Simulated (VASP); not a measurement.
Band structure of GaP (space group R3m). All values below come from PBE GGA, VASP's PBE PAW potentials (set 64) (plane waves; VASP).

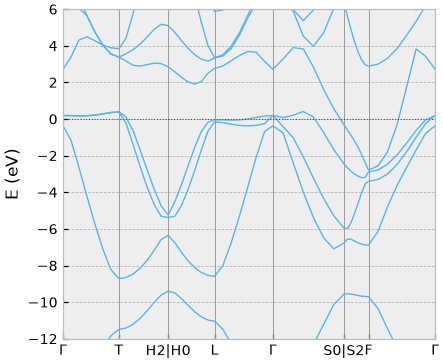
Figure: Bands along high-symmetry lines, zero at the valence-band maximum or, without a gap, the Fermi level

Q: Read the plot: is there a gap, and where are the band edges?

A: It has no gap at this level: it comes out as a metal or semimetal.

The structure was generated: GaP was put into an ordered model structure, which need not be its known phase. The cell was not relaxed at this level.
